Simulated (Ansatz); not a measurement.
**AgH2O (charge +1): density, localisation and related maps**

Input file:

```
crystal:
  periodic: [false, false, false]
  atoms:
    - {symbol: Ag, position_ang: [-0.066988, -0.023814, -1.942780]}
    - {symbol: O, position_ang: [0.009044, 0.003088, 0.268741]}
    - {symbol: H, position_ang: [-0.538317, 0.541618, 0.850109]}
    - {symbol: H, position_ang: [0.596161, -0.520891, 0.824030]}
basis:
  gaussian: {orbitals: "def2-TZVPPD.json"}
total_charge: 1
hamiltonian: {xc: pbe0, dispersion: d4}
output: {orbitals: {seedname: orbitals}}
```

Launched as:

```sh
ansatz run in.yaml --threads 2 --pin off --events-out ev --progress --plain --max-ram 5222MiB
```

Geometry: PBE0-D4/def2-TZVP; core potentials replace the inner electrons of Ag.

Level of theory: RKS PBE0-D4/def2-TZVPPD in Ansatz.

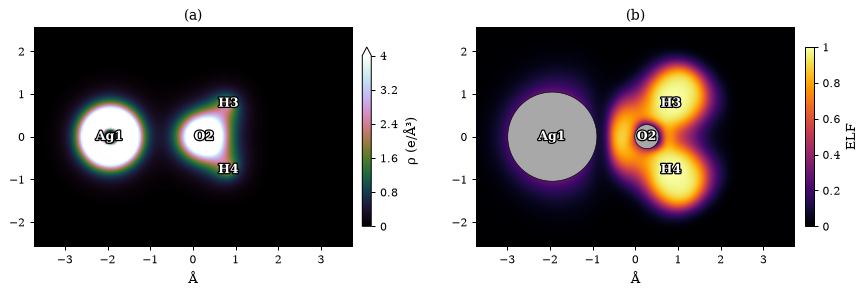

Figure 1. (a) electron density; (b) ELF on the molecular plane. Grey discs cover the atomic cores in the ELF map.

Q: Read the bonding off the picture.

A:
- Atoms in the plane: Ag, O and H.
- Ag–O (2.21 Å): the density is about 0.44 e/Å³ at the midpoint; the ELF peaks at about 0.90 in the valence shell of O, 0.6 Å from its nucleus, and drops to about 0.10 between the two atoms.
- O–H (0.96 Å): the density is about 3.9 e/Å³ at the midpoint; the ELF climbs to about 1 towards the hydrogen, as it does in any bond to H: a covalent bond by its length.

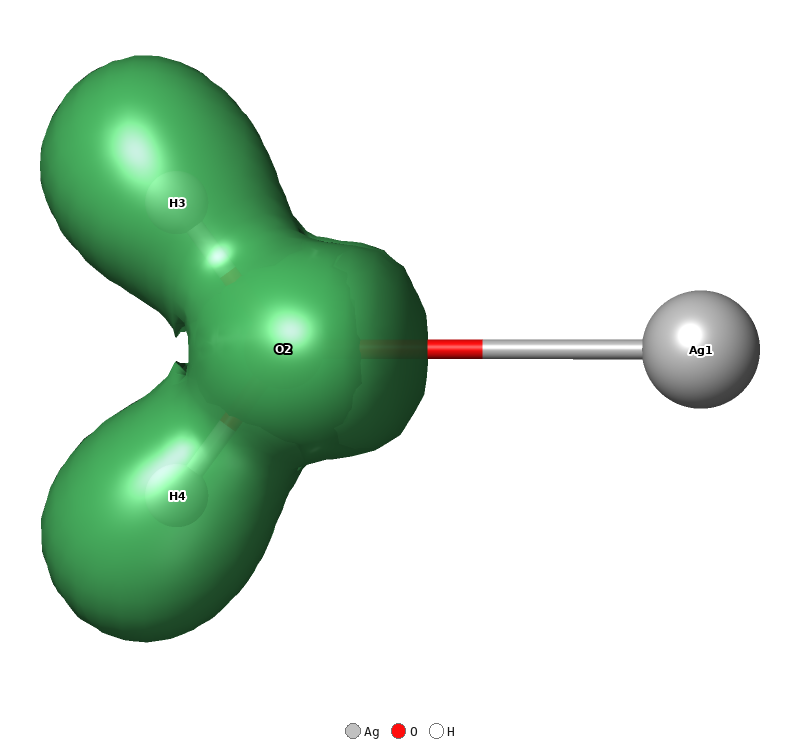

Figure 2. Isosurface of the ELF at 0.75 (green), seen across its widest extent. Only the valence region is drawn (cores and ρ < 0.01 e/Å³ removed).

Q: Identify the bonds, lone pairs and shells in this picture.

A: The ELF exceeds this value in one joined region spread over several atoms (H, O), in which their bonds and any lone pairs are merged.

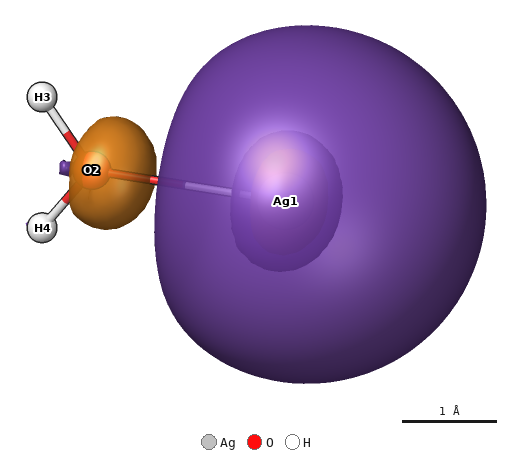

Figure 3. The LUMO at ±0.1 Å⁻³ᐟ² (orange and purple are the two phases), seen at a tilt.

Q: What is the character of this orbital?

A: It lies mainly on Ag1 (about 95 %). Its energy is −8.37 eV.
